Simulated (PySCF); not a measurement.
## Run report: C$_{2}$H$_{9}$As$_{2}$Ga, geometry relaxation

System: C$_{2}$H$_{9}$As$_{2}$Ga, SMILES C[CH2][Ga]([AsH2])[AsH2].
Method: PBE0-D3(BJ)/def2-SVP geometry optimisation, gas phase (PySCF 2.14.0).

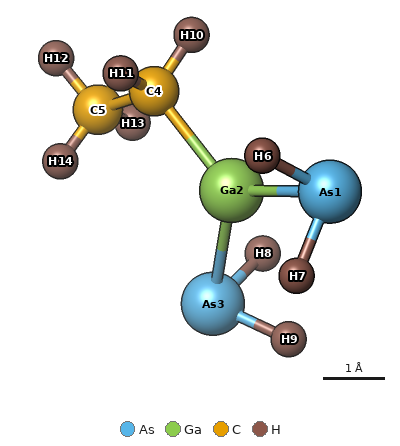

The starting structure (ball-and-stick view, seen at a tilt; atoms are numbered from 1 in the order of the input). Sticks mark near contacts.

Results in brief

| quantity | value |
| --- | --- |
| outcome | converged |
| total energy | −6476.521034 hartree |
| dipole moment | 1.31 D |
| point group | C1 |
| hardware | 1 CPU thread, shared host |
| wall time | 3.4 min |
| peak memory | 1.1 GiB |

The input
```
{"job": {"xc": "PBE0", "basis": "def2-SVP", "d3": "d3bj", "grid": 2, "kind": "geom", "shake": 0.01}, "charge": 0, "multiplicity": 1}
As    -2.376685     0.670846    -2.075757
Ga    -0.445941    -0.039832    -0.708124
As     1.419900    -1.455234    -1.535578
C     -0.230599     0.527740     1.301679
C      1.072295     0.021695     1.849242
H     -2.211994     2.067157    -1.461466
H     -1.349305     1.059754    -3.127016
H      0.736205    -2.579758    -0.825087
H      0.586634    -1.718851    -2.731716
H     -1.090683     0.109312     1.916290
H     -0.334333     1.615507     1.428971
H      1.215933     0.301498     2.914716
H      1.112409    -1.051032     1.771888
H      1.889688     0.456590     1.296366
```

The first line tells a small driver script what to run in PySCF; the rest is the geometry in Å.

Run as:
```bash
OMP_NUM_THREADS=1 python <driver script> task.json out
```

What the program printed
```
step   0  E = -6476.51035689  max force = 0.027993
step   1  E = -6476.51985512  max force = 0.004742
step   2  E = -6476.52024070  max force = 0.001554
step   3  E = -6476.52044410  max force = 0.001579
step   4  E = -6476.52065943  max force = 0.001787
step   5  E = -6476.52079850  max force = 0.001529
step   6  E = -6476.52094395  max force = 0.001441
step   7  E = -6476.52101270  max force = 0.000711
step   8  E = -6476.52102974  max force = 0.000411
step   9  E = -6476.52103381  max force = 0.000218
optimisation converged
```

Trajectory as extended XYZ (Å, eV, eV/Å), 10 frames, from step=0 to step=9
```
14
Properties=species:S:1:pos:R:3:forces:R:3 step=0 energy=-176234.82338
As   -2.3767    0.6708   -2.0758    0.4640   0.1242   0.2755
Ga   -0.4459   -0.0398   -0.7081    0.0735   0.3820   1.1223
As    1.4199   -1.4552   -1.5356    0.1980   0.8501   0.3873
C    -0.2306    0.5277    1.3017   -1.4395  -0.6077  -0.3381
C     1.0723    0.0217    1.8492   -0.2726   0.6801   0.7463
H    -2.2120    2.0672   -1.4615   -0.1739  -0.0977   0.0739
H    -1.3493    1.0597   -3.1270    0.0069  -0.0867  -0.2831
H     0.7362   -2.5798   -0.8251   -0.2019  -0.5296   0.4372
H     0.5866   -1.7188   -2.7317   -0.3419  -0.2060  -0.8754
H    -1.0907    0.1093    1.9163    0.5630   0.2422  -0.7343
H    -0.3343    1.6155    1.4290    0.0274   0.1601  -0.2696
H     1.2159    0.3015    2.9147   -0.0180  -0.1393  -0.2028
H     1.1124   -1.0510    1.7719    0.3018  -0.8784   0.0074
H     1.8897    0.4566    1.2964    0.8133   0.1066  -0.3465
14
Properties=species:S:1:pos:R:3:forces:R:3 step=1 energy=-176235.08184
As   -2.2981    0.6958   -1.9907    0.1440   0.0974  -0.0360
Ga   -0.4024   -0.0056   -0.6415    0.0068  -0.0335  -0.1675
As    1.3297   -1.4124   -1.6318   -0.2439  -0.1859  -0.0438
C    -0.2124    0.4785    1.2606    0.1118   0.2216   0.1131
C     1.0876    0.0193    1.9090    0.0303  -0.0093  -0.1211
H    -2.2377    2.0993   -1.3931   -0.0707   0.0135   0.0188
H    -1.3503    1.0853   -3.1271   -0.0738  -0.0625   0.0235
H     0.6983   -2.5878   -0.8599    0.1392   0.1248  -0.0597
H     0.4785   -1.7138   -2.8728    0.0954   0.0420   0.1281
H    -1.0798    0.0671    1.7941   -0.2042  -0.1035   0.0776
H    -0.3346    1.5770    1.3369    0.0345  -0.0977  -0.0465
H     1.1553    0.3167    2.9665   -0.0096   0.0019   0.0661
H     1.1926   -1.0769    1.8673    0.0237   0.0082   0.0309
H     1.9667    0.4428    1.3971    0.0164  -0.0171   0.0165
14
Properties=species:S:1:pos:R:3:forces:R:3 step=2 energy=-176235.09234
As   -2.3015    0.7126   -1.9920    0.0733   0.0478   0.0360
Ga   -0.3991   -0.0009   -0.6567    0.0187   0.0041   0.0047
As    1.3303   -1.4141   -1.6412   -0.0799   0.0059  -0.0059
C    -0.2088    0.4801    1.2581   -0.0322  -0.0199   0.0554
C     1.0881    0.0132    1.9111   -0.0229   0.0044  -0.0312
H    -2.2601    2.1178   -1.3938   -0.0293  -0.0161  -0.0096
H    -1.3747    1.0950   -3.1413   -0.0202  -0.0092  -0.0216
H     0.7460   -2.5811   -0.8419    0.0514  -0.0008   0.0134
H     0.4713   -1.7406   -2.8585    0.0061  -0.0110   0.0001
H    -1.0897    0.0696    1.7869    0.0279   0.0014  -0.0361
H    -0.3229    1.5766    1.3302    0.0148  -0.0042  -0.0207
H     1.1489    0.3100    2.9713   -0.0028  -0.0049   0.0046
H     1.1908   -1.0832    1.8748   -0.0003  -0.0017   0.0105
H     1.9749    0.4303    1.4075   -0.0046   0.0042   0.0004
14
Properties=species:S:1:pos:R:3:forces:R:3 step=3 energy=-176235.09787
As   -2.3007    0.7290   -1.9876    0.0198  -0.0017   0.0285
Ga   -0.3934    0.0089   -0.6660    0.0155   0.0016   0.0335
As    1.3298   -1.4053   -1.6536    0.0050   0.0812  -0.0132
C    -0.2057    0.4821    1.2521   -0.0543  -0.0795  -0.0015
C     1.0836    0.0038    1.9098   -0.0180   0.0032   0.0317
H    -2.2804    2.1348   -1.3934    0.0033  -0.0044  -0.0120
H    -1.3999    1.1112   -3.1555    0.0002   0.0126  -0.0191
H     0.8186   -2.5675   -0.8074    0.0076  -0.0412   0.0389
H     0.4514   -1.7834   -2.8375   -0.0296  -0.0351  -0.0318
H    -1.0947    0.0742    1.7712    0.0568   0.0275  -0.0334
H    -0.3106    1.5783    1.3221    0.0016   0.0336   0.0053
H     1.1388    0.2969    2.9722    0.0058  -0.0033  -0.0191
H     1.1798   -1.0933    1.8745   -0.0086  -0.0025  -0.0057
H     1.9768    0.4158    1.4137   -0.0049   0.0079  -0.0022
14
Properties=species:S:1:pos:R:3:forces:R:3 step=4 energy=-176235.10373
As   -2.2986    0.7497   -1.9832   -0.0504  -0.0321   0.0023
Ga   -0.3861    0.0256   -0.6785    0.0133  -0.0067   0.0600
As    1.3244   -1.3814   -1.6866    0.0609   0.0919  -0.0398
C    -0.2020    0.4862    1.2438   -0.0469  -0.0789  -0.0693
C     1.0738   -0.0130    1.9096   -0.0039  -0.0097   0.0649
H    -2.3028    2.1582   -1.3989    0.0328   0.0056  -0.0073
H    -1.4366    1.1345   -3.1779    0.0219   0.0197  -0.0040
H     0.9556   -2.5272   -0.7522   -0.0174  -0.0367   0.0399
H     0.4027   -1.8675   -2.7950   -0.0407  -0.0369  -0.0155
H    -1.1016    0.0854    1.7486    0.0439   0.0374  -0.0089
H    -0.2912    1.5835    1.3147   -0.0095   0.0362   0.0257
H     1.1234    0.2726    2.9745    0.0053   0.0045  -0.0249
H     1.1553   -1.1112    1.8712   -0.0080  -0.0003  -0.0182
H     1.9772    0.3900    1.4247   -0.0013   0.0060  -0.0049
14
Properties=species:S:1:pos:R:3:forces:R:3 step=5 energy=-176235.10751
As   -2.3005    0.7617   -1.9812   -0.0786  -0.0311  -0.0179
Ga   -0.3846    0.0365   -0.6858    0.0087  -0.0150   0.0399
As    1.3175   -1.3558   -1.7205    0.0674   0.0581  -0.0491
C    -0.2013    0.4892    1.2363   -0.0217  -0.0384  -0.0656
C     1.0638   -0.0280    1.9077    0.0048  -0.0129   0.0532
H    -2.3066    2.1729   -1.4049    0.0383   0.0090   0.0002
H    -1.4572    1.1451   -3.1897    0.0281   0.0125   0.0069
H     1.0752   -2.4741   -0.7133   -0.0198  -0.0158   0.0257
H     0.3554   -1.9393   -2.7458   -0.0309  -0.0218   0.0049
H    -1.1077    0.0974    1.7336    0.0124   0.0272   0.0111
H    -0.2778    1.5877    1.3106   -0.0089   0.0181   0.0254
H     1.1114    0.2529    2.9736    0.0021   0.0062  -0.0152
H     1.1312   -1.1270    1.8647   -0.0026   0.0024  -0.0153
H     1.9746    0.3662    1.4294    0.0007   0.0016  -0.0041
14
Properties=species:S:1:pos:R:3:forces:R:3 step=6 energy=-176235.11147
As   -2.3092    0.7703   -1.9812   -0.0741  -0.0129  -0.0272
Ga   -0.3891    0.0436   -0.6924    0.0034  -0.0157   0.0088
As    1.3057   -1.3226   -1.7682    0.0489   0.0032  -0.0334
C    -0.2031    0.4919    1.2282    0.0081   0.0097  -0.0261
C     1.0508   -0.0456    1.9055    0.0086  -0.0070   0.0111
H    -2.2939    2.1846   -1.4126    0.0275   0.0076   0.0063
H    -1.4697    1.1440   -3.1964    0.0228  -0.0007   0.0144
H     1.2150   -2.3925   -0.6839   -0.0133   0.0081  -0.0008
H     0.2984   -2.0197   -2.6749   -0.0102   0.0032   0.0207
H    -1.1157    0.1148    1.7227   -0.0233   0.0064   0.0211
H    -0.2641    1.5919    1.3071   -0.0017  -0.0056   0.0076
H     1.0985    0.2335    2.9712   -0.0028   0.0042   0.0021
H     1.1009   -1.1452    1.8584    0.0042   0.0029  -0.0034
H     1.9691    0.3363    1.4312    0.0019  -0.0033  -0.0011
14
Properties=species:S:1:pos:R:3:forces:R:3 step=7 energy=-176235.11334
As   -2.3213    0.7726   -1.9817   -0.0366   0.0024  -0.0167
Ga   -0.3970    0.0425   -0.6961    0.0002  -0.0102  -0.0133
As    1.2978   -1.2998   -1.8036    0.0196  -0.0192  -0.0045
C    -0.2064    0.4927    1.2228    0.0131   0.0203   0.0163
C     1.0413   -0.0557    1.9038    0.0040   0.0028  -0.0172
H    -2.2728    2.1880   -1.4157    0.0102   0.0028   0.0061
H    -1.4694    1.1321   -3.1936    0.0088  -0.0070   0.0096
H     1.3024   -2.3304   -0.6770   -0.0042   0.0136  -0.0133
H     0.2638   -2.0654   -2.6220    0.0029   0.0138   0.0140
H    -1.1228    0.1284    1.7199   -0.0253  -0.0044   0.0125
H    -0.2566    1.5937    1.3019    0.0051  -0.0122  -0.0096
H     1.0902    0.2265    2.9684   -0.0031   0.0000   0.0096
H     1.0805   -1.1557    1.8580    0.0046   0.0007   0.0053
H     1.9639    0.3158    1.4294    0.0008  -0.0033   0.0011
14
Properties=species:S:1:pos:R:3:forces:R:3 step=8 energy=-176235.11381
As   -2.3282    0.7710   -1.9816   -0.0064   0.0038  -0.0030
Ga   -0.4012    0.0382   -0.6972    0.0005  -0.0051  -0.0101
As    1.2992   -1.2928   -1.8128   -0.0001  -0.0090   0.0058
C    -0.2087    0.4922    1.2215    0.0024   0.0053   0.0211
C     1.0382   -0.0566    1.9039   -0.0009   0.0047  -0.0148
H    -2.2603    2.1856   -1.4140    0.0015   0.0001   0.0022
H    -1.4655    1.1220   -3.1887   -0.0004  -0.0047   0.0019
H     1.3193   -2.3160   -0.6800    0.0016   0.0070  -0.0078
H     0.2582   -2.0686   -2.6122    0.0049   0.0081   0.0029
H    -1.1263    0.1331    1.7213   -0.0096  -0.0024   0.0021
H    -0.2557    1.5935    1.2967    0.0059  -0.0053  -0.0116
H     1.0878    0.2299    2.9675   -0.0010  -0.0012   0.0054
H     1.0754   -1.1569    1.8626    0.0015  -0.0004   0.0048
H     1.9615    0.3108    1.4277    0.0000  -0.0007   0.0011
14
Properties=species:S:1:pos:R:3:forces:R:3 step=9 energy=-176235.11392
As   -2.3313    0.7693   -1.9805    0.0033   0.0014   0.0034
Ga   -0.4028    0.0351   -0.6974    0.0014  -0.0020  -0.0025
As    1.3024   -1.2901   -1.8133   -0.0038   0.0027   0.0041
C    -0.2100    0.4919    1.2212   -0.0053  -0.0057   0.0112
C     1.0366   -0.0561    1.9046   -0.0022   0.0021  -0.0047
H    -2.2554    2.1835   -1.4125   -0.0006  -0.0012  -0.0007
H    -1.4660    1.1156   -3.1869   -0.0026  -0.0017  -0.0018
H     1.3215   -2.3147   -0.6824    0.0023   0.0003  -0.0013
H     0.2619   -2.0642   -2.6143    0.0031   0.0013  -0.0026
H    -1.1284    0.1359    1.7223    0.0008   0.0019  -0.0015
H    -0.2549    1.5934    1.2918    0.0039   0.0009  -0.0067
H     1.0869    0.2337    2.9674    0.0003  -0.0004   0.0010
H     1.0729   -1.1565    1.8675   -0.0002  -0.0002   0.0017
H     1.9602    0.3085    1.4269   -0.0004   0.0005   0.0003
```

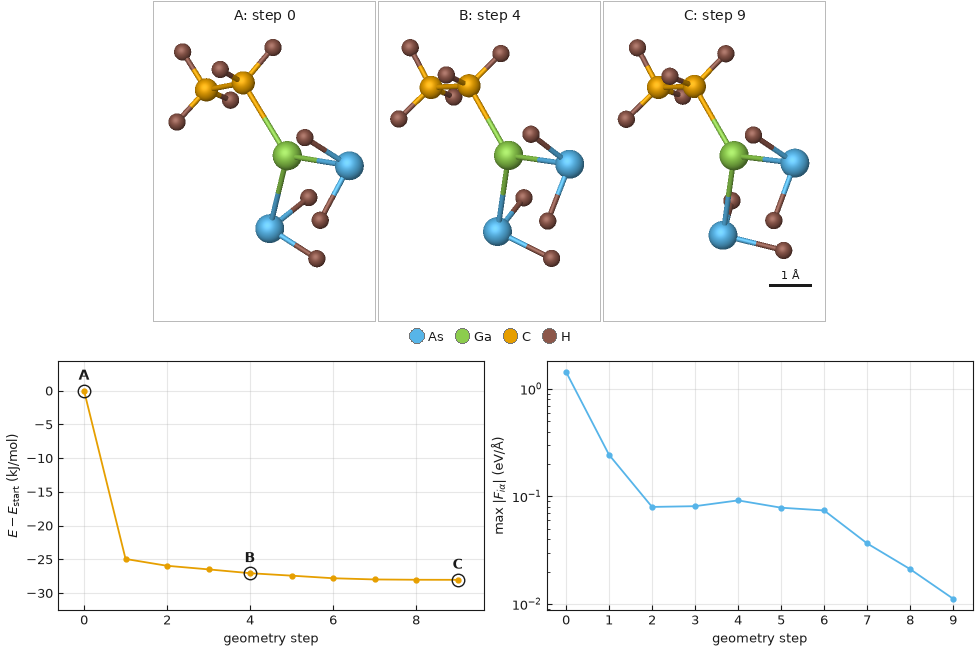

Frames of the relaxation (ball-and-stick view, seen at a tilt) above the curves, on which the letters mark them (steps are counted from 0).

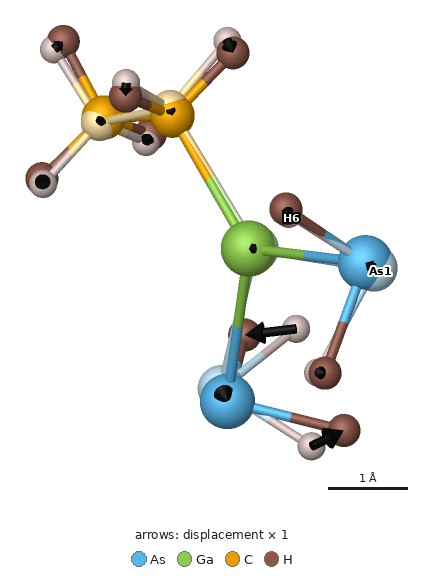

Start (faint) and end (solid) with the displacements as black arrows, at true length (ball-and-stick view, seen at a tilt). The two geometries are laid on each other by the best rigid fit. After 9 geometry steps the energy has fallen by 28.0 kJ/mol. The largest force component goes from 1.4 to 0.011 eV/Å. H8 moves most after the best rigid fit: 0.66 Å. Largest moves by element: H 0.66 Å, As 0.33 Å, C 0.10 Å, Ga 0.08 Å. Among the contacts that change: Ga2–C4 2.099 → 1.982 Å, Ga2–As3 2.484 → 2.431 Å, As3–H9 1.481 → 1.524 Å, As1–Ga2 2.470 → 2.430 Å. Among the angles that change: As3–Ga2–C4 113.3° → 120.1°, Ga2–As1–H7 85.9° → 92.1°, As1–Ga2–As3 124.5° → 118.6°. (Atoms are counted from 1 in the order of the input.)
